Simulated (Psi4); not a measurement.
**One shape, several levels: [NO3]− (nitrate)**

Aim: a comparison of 5 runs (HF/3-21G, B3LYP/6-31G*, PBE0/def2-SVP, TPSS/def2-TZVP, MP2.5/DZ) of [NO3]− (nitrate). 

Program for the calculation: Psi4 1.11.

4 further runs of the same task are left out: 1 that didn't finish, 3 set aside as unsound or not needed.

## (1) The system as given

The species is [NO3]− (4 atoms), meant as a singlet with charge -1. As SMILES, `O=[N+]([O-])[O-]`. The shape is that of a GFN2-xTB optimisation.

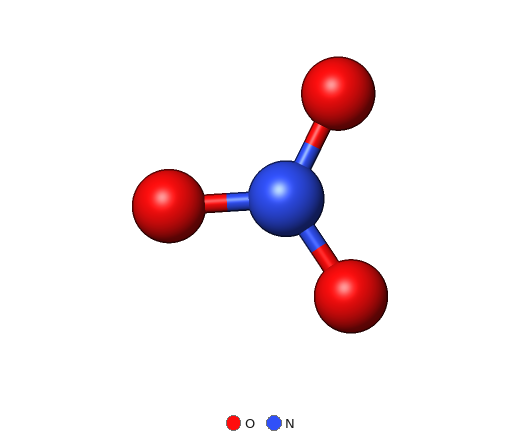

The structure, seen from a chosen angle (oxygen red, nitrogen blue).

## (2) A single-point energy at HF/3-21G (run 1)

File no3.in:

```
memory 1600 mb

molecule system {
  -1 1
  O      0.55888650     0.98328119     2.04160341
  N     -0.01128166    -0.00642507     0.00593374
  O      0.88427844    -2.08198686    -0.57334291
  O     -1.43186438     1.10514963    -1.47421314
  units au
  symmetry c1
  no_reorient
  no_com
}

set {
  basis         3-21G
  puream        true
  e_convergence 1e-09
  d_convergence 1e-08
  scf_type      pk
}

e, wfn = energy('hf', return_wfn=True)
oeprop(wfn, 'WIBERG_LOWDIN_INDICES', 'DIPOLE', 'MULLIKEN_CHARGES', title='HF')
```

Command:

```sh
psi4 -i no3.in -o no3.out -n 1
```

no3.out:

```text
[...]
  Running in c1 symmetry.
[...]
  Nuclear repulsion =  119.490016952396360
[...]
  Multiplicity = 1
[...]
  Nalpha       = 16
  Nbeta        = 16
[...]
    Number of basis functions: 36
[...]
   @RHF iter   1:  -277.02838740976915   -3.13159e-01   2.23815e-02 DIIS/ADIIS
[...]
   @RHF iter  11:  -277.27956700069512   -3.41061e-13   6.43154e-09 DIIS
[...]
    Orbital Energies [Eh]
    ---------------------
    Doubly Occupied:
       1A    -20.199181     2A    -20.199090     3A    -20.198402
       4A    -15.543006     5A     -1.391715     6A     -1.125629
       7A     -1.125393     8A     -0.576659     9A     -0.505071
      10A     -0.469843    11A     -0.469817    12A     -0.236662
      13A     -0.236628    14A     -0.189076    15A     -0.189020
      16A     -0.183594
[...]
  @RHF Final Energy:  -277.27956700069512
   => Energetics <=
    Nuclear Repulsion Energy =            119.4900169523963598
    One-Electron Energy =                -627.8615924330424605
    Two-Electron Energy =                 231.0920084799510050
    Total Energy =                       -277.2795670006951241
[...]
 Multipole Moments:
 ------------------------------------------------------------------------------------
     Multipole            Electronic (a.u.)      Nuclear  (a.u.)        Total (a.u.)
 ------------------------------------------------------------------------------------
 L = 1.  Multiply by 2.5417464519 to convert [e a0] to [Debye]
 Dipole X            :         -0.0246972            0.0114329           -0.0132643
 Dipole Y            :         -0.0141158            0.0065762           -0.0075396
 Dipole Z            :          0.0123328           -0.0060849            0.0062478
 Magnitude           :                                                    0.0164870
[...]
  Mulliken Charges: (a.u.)
   Center  Symbol    Alpha    Beta     Spin     Total
       1     O     4.28519  4.28519  0.00000 -0.57038
       2     N     3.14451  3.14451  0.00000  0.71099
       3     O     4.28516  4.28516  0.00000 -0.57031
       4     O     4.28515  4.28515  0.00000 -0.57030
   Total alpha = 16.00000, Total beta = 16.00000, Total charge = -1.00000
  Wiberg Bond Indices using Orthogonal Lowdin Orbitals:
[...]
```

Run time: 2.4 s. Hardware: 1 thread of Intel Xeon Platinum 8259CL at 2.50GHz (Skylake/Cascade Lake), shared host; peak memory 0.18 GiB.

## (3) A single-point energy at B3LYP/6-31G(d) (spherical functions) (run 2)

File input.inp:

```
memory 1.6 GB

molecule {
  -1 1
  O
  N 1 1.235214
  O 2 1.234872 1 119.99108
  O 2 1.234752 3 119.99315 1 178.3807
  symmetry c1
}

set globals {
  puream true
  e_convergence 1e-09
  d_convergence 1e-08
  scf_type pk
  dft_radial_points 99
  dft_spherical_points 590
}

E, wfn = energy("b3lyp/6-31G*", return_wfn=True)
print_variables()
```

Command:

```sh
psi4 -i input.inp -o input.out -n 1
```

input.out:

```text
[...]
  Running in c1 symmetry.
[...]
  Nuclear repulsion =  119.489987991830162
[...]
  Multiplicity = 1
[...]
  Nalpha       = 16
  Nbeta        = 16
[...]
    Number of basis functions: 56
[...]
   @RKS iter   1:  -280.07116505628147   -2.92498e-02   1.54648e-02 ADIIS/DIIS
[...]
   @RKS iter  11:  -280.32616681111961   -5.11591e-13   2.36240e-09 DIIS
[...]
    Orbital Energies [Eh]
    ---------------------
    Doubly Occupied:
       1A    -18.893130     2A    -18.893075     3A    -18.892931
       4A    -14.339396     5A     -1.001341     6A     -0.776917
       7A     -0.776724     8A     -0.343044     9A     -0.298646
      10A     -0.262546    11A     -0.262541    12A     -0.066744
      13A     -0.066705    14A     -0.047286    15A     -0.047204
      16A      0.008778
[...]
  @RKS Final Energy:  -280.32616681111961
   => Energetics <=
    Nuclear Repulsion Energy =            119.4899879918301622
    One-Electron Energy =                -630.5693862756353383
    Two-Electron Energy =                 257.4232752729057552
    DFT Exchange-Correlation Energy =     -26.6700438002201565
    Empirical Dispersion Energy =           0.0000000000000000
    VV10 Nonlocal Energy =                  0.0000000000000000
    Total Energy =                       -280.3261668111196059
[...]
 Multipole Moments:
 ------------------------------------------------------------------------------------
     Multipole            Electronic (a.u.)      Nuclear  (a.u.)        Total (a.u.)
 ------------------------------------------------------------------------------------
 L = 1.  Multiply by 2.5417464519 to convert [e a0] to [Debye]
 Dipole X            :          0.0102033           -0.0000555            0.0101479
 Dipole Y            :          0.0004064           -0.0000011            0.0004054
 Dipole Z            :          0.0009561           -0.0000012            0.0009550
 Magnitude           :                                                    0.0102008
[...]
```

Run time: 8.4 s. Hardware: 1 thread of Intel Xeon Platinum 8259CL at 2.50GHz (Skylake/Cascade Lake), shared host; peak memory 0.56 GiB.

## (4) Energy and forces at PBE0/def2-SVP (run 3)

File run_ase.py:

```python
import numpy as np
from ase.calculators.psi4 import Psi4
from ase import Atoms

a = Atoms(['O', 'N', 'O', 'O'], positions=[
    [0.295750, 0.520330, 1.080370],
    [-0.005970, -0.003400, 0.003140],
    [0.467940, -1.101740, -0.303400],
    [-0.757710, 0.584820, -0.780120],
])
calc = Psi4(atoms=a, method='pbe0', basis='def2-SVP', memory='1600MB', num_threads=1, charge=-1, multiplicity=1, label='psi4-calc')
calc.psi4.set_options({'puream': True, 'e_convergence': 1e-09, 'd_convergence': 1e-08, 'scf_type': 'pk', 'dft_radial_points': 99, 'dft_spherical_points': 590})
a.calc = calc

forces = a.get_forces()
print(f'energy: {a.get_potential_energy():.6f} eV')
print('forces / eV A^-1')
print(np.round(forces, 5))
```

Command:

```sh
python run_ase.py
```

psi4-calc.dat:

```text
[...]
  Running in c1 symmetry.
[...]
  Nuclear repulsion =  119.490016718017088
[...]
  Multiplicity = 1
[...]
  Nalpha       = 16
  Nbeta        = 16
[...]
    Number of basis functions: 56
[...]
   @RKS iter   1:  -279.60470668779601   -4.08605e-02   1.48993e-02 ADIIS/DIIS
[...]
   @RKS iter  10:  -279.84117364142389   -1.70530e-13   8.38129e-09 DIIS
[...]
    Orbital Energies [Eh]
    ---------------------
    Doubly Occupied:
       1A    -18.956723     2A    -18.956669     3A    -18.956536
       4A    -14.392663     5A     -1.027425     6A     -0.798358
       7A     -0.798164     8A     -0.353854     9A     -0.323597
      10A     -0.281028    11A     -0.281024    12A     -0.086371
      13A     -0.086333    14A     -0.064422    15A     -0.064337
      16A     -0.009488
[...]
  @RKS Final Energy:  -279.84117364142389
   => Energetics <=
    Nuclear Repulsion Energy =            119.4900167180170882
    One-Electron Energy =                -630.1132512415372275
    Two-Electron Energy =                 255.5693514376750102
    DFT Exchange-Correlation Energy =     -24.7872905555788030
    Empirical Dispersion Energy =           0.0000000000000000
    VV10 Nonlocal Energy =                  0.0000000000000000
    Total Energy =                       -279.8411736414238931
[...]
 Multipole Moments:
 ------------------------------------------------------------------------------------
     Multipole            Electronic (a.u.)      Nuclear  (a.u.)        Total (a.u.)
 ------------------------------------------------------------------------------------
 L = 1.  Multiply by 2.5417464519 to convert [e a0] to [Debye]
 Dipole X            :         -0.0094094            0.0000438           -0.0093655
 Dipole Y            :         -0.0053373            0.0000250           -0.0053123
 Dipole Z            :          0.0040891           -0.0000231            0.0040661
 Magnitude           :                                                    0.0115094
[...]
  -Total Gradient:
     Atom            X                  Y                   Z
    ------   -----------------  -----------------  -----------------
       1       -0.001852800911    -0.005194472336    -0.013587386183
       2       -0.004949830840    -0.002813475641     0.002250934034
       3       -0.004041907799     0.014227372667     0.002752786038
       4        0.010845875109    -0.006220409368     0.008585420213
[...]
```

Standard output:

```text
energy: -7614.866201 eV
forces / eV A^-1
[[ 0.09527  0.26711  0.69869]
 [ 0.25453  0.14467 -0.11575]
 [ 0.20784 -0.7316  -0.14155]
 [-0.55772  0.31987 -0.44148]]
```

Run time: 10 s. Hardware: 1 thread of Intel Xeon Platinum 8259CL at 2.50GHz (Skylake/Cascade Lake), shared host; peak memory 0.57 GiB.

Run 4 isn't shown in full; the table further down has it.

## (5) Energy and gradient at MP2.5/DZ (density fitting with cc-pvtz-jkfit, density fitting for correlation, Cartesian functions) (run 5)

File input.inp:

```
memory 1.6 GB

molecule molecule1 {
  -1 1
  O      0.295750     0.520330     1.080370
  N     -0.005970    -0.003400     0.003140
  O      0.467940    -1.101740    -0.303400
  O     -0.757710     0.584820    -0.780120
  no_reorient
  no_com
}

set basis DZ
set scf_type df
set freeze_core true
set mp_type df
set df_basis_scf cc-pvtz-jkfit

e_tot = gradient('mp2.5')
```

Command:

```sh
psi4 input.inp input.out -n 1
```

input.out:

```text
[...]
  Running in c1 symmetry.
[...]
  Nuclear repulsion =  119.490016718017088
[...]
  Multiplicity = 1
[...]
  Nalpha       = 16
  Nbeta        = 16
[...]
    Number of basis functions: 40
[...]
   @DF-RHF iter   1:  -278.58202877295344   -2.86365e-01   1.93518e-02 DIIS/ADIIS
[...]
   @DF-RHF iter  15:  -278.83955495382787    1.70530e-13   4.48319e-11 DIIS
[...]
    Orbital Energies [Eh]
    ---------------------
    Doubly Occupied:
       1A    -20.354322     2A    -20.354267     3A    -20.354161
       4A    -15.656086     5A     -1.452049     6A     -1.174995
       7A     -1.174766     8A     -0.624752     9A     -0.544304
      10A     -0.512426    11A     -0.512406    12A     -0.290279
      13A     -0.290258    14A     -0.235454    15A     -0.235409
      16A     -0.231764
[...]
  @DF-RHF Final Energy:  -278.83955495382787
   => Energetics <=
    Nuclear Repulsion Energy =            119.4900167180170882
    One-Electron Energy =                -628.6637511630422068
    Two-Electron Energy =                 230.3341794911972329
    Total Energy =                       -278.8395549538278715
[...]
 Multipole Moments:
 ------------------------------------------------------------------------------------
     Multipole            Electronic (a.u.)      Nuclear  (a.u.)        Total (a.u.)
 ------------------------------------------------------------------------------------
 L = 1.  Multiply by 2.5417464519 to convert [e a0] to [Debye]
 Dipole X            :         -0.0224791            0.0114328           -0.0110463
 Dipole Y            :         -0.0128432            0.0065762           -0.0062669
 Dipole Z            :          0.0109010           -0.0060849            0.0048161
 Magnitude           :                                                    0.0135827
[...]
	Warning: cc_lambda option is changed to TRUE
	For this residual convergence, default PCG convergence is:     1.00e-07
[...]
	DF-MP2 Total Energy (a.u.)         :  -279.32049480002667
[...]
	DF-MP3 Total Energy (a.u.)         :  -279.29101903763711
[...]
```

Wall time 4.2 s (1 thread of Intel Xeon Platinum 8259CL at 2.50GHz (Skylake/Cascade Lake), shared host); peak memory 0.63 GiB.

## (6) Overview of the runs

```csv
run,level,integration grid,task,energy (Eh),HOMO energy (eV),LUMO energy (eV),HOMO–LUMO gap (eV),wall time
1,HF/3-21G,–,energy,-277.279567,-5.00,10.84,15.84,2.4 s
2,B3LYP/6-31G* (spherical functions),99 radial × 590 angular,energy,-280.326167,0.24,6.43,6.19,8.4 s
3,PBE0/def2-SVP,99 radial × 590 angular,gradient,-279.841174,-0.26,6.50,6.75,10 s
4,TPSS/def2-TZVP,99 radial × 590 angular,energy,-280.520537,0.82,4.85,4.03,57 s
5,"MP2.5/DZ (density fitting with cc-pvtz-jkfit, density fitting for correlation, Cartesian functions)",–,gradient,-279.305757,-6.31,9.22,15.53,4.2 s
```

## (7) Results

| quantity | value |
| --- | --- |
| run 5: total energy | -279.30576 Eh |
| run 5: HOMO energy (Hartree–Fock orbitals) | -6.31 eV |
| run 5: LUMO energy (Hartree–Fock orbitals) | 9.22 eV |
| run 5: HOMO–LUMO gap (to an unbound level, set by the basis) | 15.53 eV |
| run 5: correlation energy (4 core orbitals frozen) | -466.2 mEh |
| run 5: largest force on an atom | 6.535 eV/Å |

What this shows: Over runs 1, 2, 3, 4 the HOMO–LUMO gap runs from 4.03 eV (TPSS/def2-TZVP) to 15.84 eV (HF/3-21G). The two ends differ in method and basis. The empty levels of an anion lie above zero and hang on the basis. Totals of different functionals can't be ranked against each other. In runs 2, 4 the HOMO lies above zero, so the outermost electron may be held by the basis alone. All runs together took 82 s, the longest 57 s.
